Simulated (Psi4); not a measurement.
**DSD-PBEP86/def2-TZVP (density fitting for correlation) run of BH2Cl (SMILES BCl)**

What is the vertical singlet–triplet gap of BH2Cl at DSD-PBEP86/def2-TZVP (density fitting for correlation)? 

The results are computed with Psi4 1.11.

2 further runs of the same task are left out: 2 set aside as unsound or not needed.

## 1. The molecule

BH2Cl has 4 atoms, charge 0, and is taken as a singlet. SMILES: `BCl`. The shape is that of a PBE0-D4/def2-TZVP optimisation.

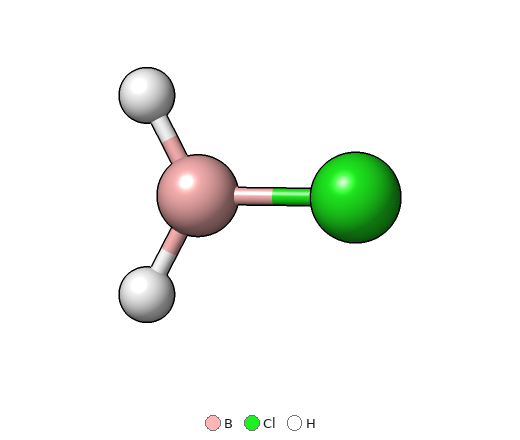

Viewed from a chosen angle; boron pink, chlorine green, hydrogen white.

## 2. The energy at DSD-PBEP86/def2-TZVP (density fitting for correlation)

The input, bclh2.xyz:

```xyz
4
BClH2
B     -0.116700     0.021700    -0.075300
Cl     1.365000    -0.395300     0.721200
H     -1.106200    -0.559500     0.240400
H     -0.086600     0.872800    -0.906600
```

The input, bclh2.py:

```python
import psi4

psi4.set_memory('1600 MB')
psi4.set_num_threads(1)
psi4.core.set_output_file('bclh2.out', False)

with open('bclh2.xyz') as f:
    atoms = ''.join(f.readlines()[2:])
m = psi4.geometry('0 1\n' + atoms + 'symmetry c1')

psi4.set_options({
    'basis': 'def2-TZVP',
    'puream': True,
    'e_convergence': 1e-09,
    'd_convergence': 1e-08,
    'scf_type': 'pk',
    'dft_radial_points': 99,
    'dft_spherical_points': 590,
    'num_frozen_docc': 6,
})

e_tot, wfn = psi4.energy("dsd-pbep86", molecule=m, return_wfn=True)
print('E =', round(e_tot, 9))
for k, v in sorted(psi4.core.scalar_variables().items()):
    print(f'{k:45s} {v:18.10f}')
```

Launch:

```bash
python bclh2.py
```

bclh2.out:

```text
[...]
  Running in c1 symmetry.
[...]
  Nuclear repulsion =   37.783015982108225
[...]
  Multiplicity = 1
[...]
  Nalpha       = 12
  Nbeta        = 12
[...]
    Number of basis functions: 80
[...]
   @RKS iter   1:  -485.74001521775733   -4.73489e-01   2.41631e-03 DIIS/ADIIS
[...]
   @RKS iter  10:  -485.75482671763342   -2.33058e-12   2.93561e-09 DIIS
[...]
    Orbital Energies [Eh]
    ---------------------
    Doubly Occupied:
       1A   -103.683465     2A    -10.189826     3A     -7.754149
       4A     -7.752533     5A     -7.751273     6A     -7.360434
       7A     -1.031107     8A     -0.648173     9A     -0.516331
      10A     -0.498981    11A     -0.449002    12A     -0.397504
[...]
  @RKS Final Energy:  -485.75482671763342
   => Energetics <=
    Nuclear Repulsion Energy =             37.7830159821082248
    One-Electron Energy =                -744.3579668366337501
    Two-Electron Energy =                 230.1931740028682896
    DFT Exchange-Correlation Energy =      -9.3730498659762223
    Empirical Dispersion Energy =           0.0000000000000000
    VV10 Nonlocal Energy =                  0.0000000000000000
    Total Energy =                       -485.7548267176333638
[...]
 Multipole Moments:
 ------------------------------------------------------------------------------------
     Multipole            Electronic (a.u.)      Nuclear  (a.u.)        Total (a.u.)
 ------------------------------------------------------------------------------------
 L = 1.  Multiply by 2.5417464519 to convert [e a0] to [Debye]
 Dipole X            :          2.0020784           -2.2620037           -0.2599253
 Dipole Y            :         -0.5633108            0.6365030            0.0731923
 Dipole Z            :          1.0760623           -1.2158337           -0.1397714
 Magnitude           :                                                    0.3040630
[...]
```

On the terminal:

```text
E = -485.907741467
CURRENT ENERGY                                   -485.9077414672
CURRENT REFERENCE ENERGY                         -485.7548267176
DD SOLVATION ENERGY                                 0.0000000000
DFT FUNCTIONAL TOTAL ENERGY                      -485.7548267176
DFT TOTAL ENERGY                                 -485.9077414672
DFT VV10 ENERGY                                     0.0000000000
DFT XC ENERGY                                      -9.3730498660
DOUBLE-HYBRID CORRECTION ENERGY                    -0.1529147496
DSD-PBEP86 DOUBLE-HYBRID CORRECTION ENERGY         -0.1529147496
DSD-PBEP86 TOTAL ENERGY                          -485.9077414672
GRID ELECTRONS ALPHA                               12.0000000354
GRID ELECTRONS BETA                                12.0000000354
GRID ELECTRONS TOTAL                               24.0000000707
NUCLEAR REPULSION ENERGY                           37.7830159821
ONE-ELECTRON ENERGY                              -744.3579668366
PCM POLARIZATION ENERGY                             0.0000000000
PE ENERGY                                           0.0000000000
SCF ITERATION ENERGY                             -485.7548267176
SCF ITERATIONS                                     10.0000000000
SCF TOTAL ENERGY                                 -485.7548267176
TWO-ELECTRON ENERGY                               230.1931740029
XC GRID RADIAL POINTS                              99.0000000000
XC GRID SPHERICAL POINTS                          590.0000000000
XC GRID TOTAL POINTS                           223915.0000000000
```

Wall time 6 s (1 thread of Intel Xeon 6975P-C (Granite Rapids), shared host); peak memory 0.76 GiB.

## 3. The triplet at the same level

The input, run_ase.py:

```python
import numpy as np
from ase.calculators.psi4 import Psi4
from ase import Atoms

atoms = Atoms(['B', 'Cl', 'H', 'H'], positions=[
    [-0.116700, 0.021700, -0.075300],
    [1.365000, -0.395300, 0.721200],
    [-1.106200, -0.559500, 0.240400],
    [-0.086600, 0.872800, -0.906600],
])
calc = Psi4(atoms=atoms, method='dsd-pbep86', basis='def2-TZVP', memory='1600MB', num_threads=1, charge=0, multiplicity=3, label='psi4-calc', reference='uks')
calc.psi4.set_options({'puream': True, 'e_convergence': 1e-09, 'd_convergence': 1e-08, 'scf_type': 'pk', 'dft_radial_points': 99, 'dft_spherical_points': 590, 'num_frozen_docc': 6, 'maxiter': 200})
atoms.calc = calc

print(f'energy: {atoms.get_potential_energy():.6f} eV')
```

Launch:

```bash
python run_ase.py
```

psi4-calc.dat:

```text
[...]
  Running in c1 symmetry.
[...]
  Nuclear repulsion =   37.783015982108225
[...]
  Multiplicity = 3
[...]
  Nalpha       = 13
  Nbeta        = 11
[...]
    Number of basis functions: 80
[...]
   @UKS iter   1:  -485.51956776369093   -2.53042e-01   3.58887e-03 DIIS/ADIIS
[...]
   @UKS iter  14:  -485.57165349767178   -4.66116e-12   4.55023e-09 DIIS
[...]
   @S^2 Observed:                2.016334513E+00
[...]
    Orbital Energies [Eh]
    ---------------------
    Alpha Occupied:
       1A   -103.764890     2A    -10.266980     3A     -7.842070
       4A     -7.827496     5A     -7.827212     6A     -7.300514
       7A     -1.101275     8A     -0.688031     9A     -0.569477
      10A     -0.529139    11A     -0.514303    12A     -0.463282
      13A     -0.219476
    Alpha Virtual:
      14A      0.107434    15A      0.121800    16A      0.146376
      17A      0.173381    18A      0.187970    19A      0.235591
      20A      0.246979    21A      0.335129    22A      0.354420
      23A      0.382382    24A      0.415369    25A      0.444092
[...]
  @UKS Final Energy:  -485.57165349767178
   => Energetics <=
    Nuclear Repulsion Energy =             37.7830159821082248
    One-Electron Energy =                -743.3351079865110478
    Two-Electron Energy =                 229.3335986423278428
    DFT Exchange-Correlation Energy =      -9.3531601355967897
    Empirical Dispersion Energy =           0.0000000000000000
    VV10 Nonlocal Energy =                  0.0000000000000000
    Total Energy =                       -485.5716534976717185
[...]
 Multipole Moments:
 ------------------------------------------------------------------------------------
     Multipole            Electronic (a.u.)      Nuclear  (a.u.)        Total (a.u.)
 ------------------------------------------------------------------------------------
 L = 1.  Multiply by 2.5417464519 to convert [e a0] to [Debye]
 Dipole X            :          2.6994990           -2.2620037            0.4374953
 Dipole Y            :         -0.7596869            0.6365030           -0.1231839
 Dipole Z            :          1.4510833           -1.2158337            0.2352497
 Magnitude           :                                                    0.5117801
[...]
```

The script printed:

```text
energy: -13217.279986 eV
```

Wall time 13 s (1 thread of Intel Xeon 6975P-C (Granite Rapids), shared host); peak memory 0.77 GiB.

## 4. Summary of results

At DSD-PBEP86/def2-TZVP (density fitting for correlation), 6 core orbitals frozen:

| quantity | value |
| --- | --- |
| singlet: total energy | -485.90774 Eh |
| singlet: HOMO energy (SCF part's orbitals) | -10.82 eV |
| singlet: LUMO energy (SCF part's orbitals) | 0.37 eV |
| singlet: HOMO–LUMO gap (SCF part's orbitals) | 11.19 eV |
| triplet: total energy | -485.72608 Eh |
| triplet: HOMO energy (SCF part's orbitals) (highest over α and β) | -5.97 eV |
| triplet: LUMO energy (SCF part's orbitals) (lowest over α and β) | -4.61 eV |
| triplet: ⟨S²⟩ | 2.016 |
| vertical energy of the triplet above the singlet | 4.943 eV |

At this shape the triplet lies 4.94 eV (114 kcal/mol) above the singlet.
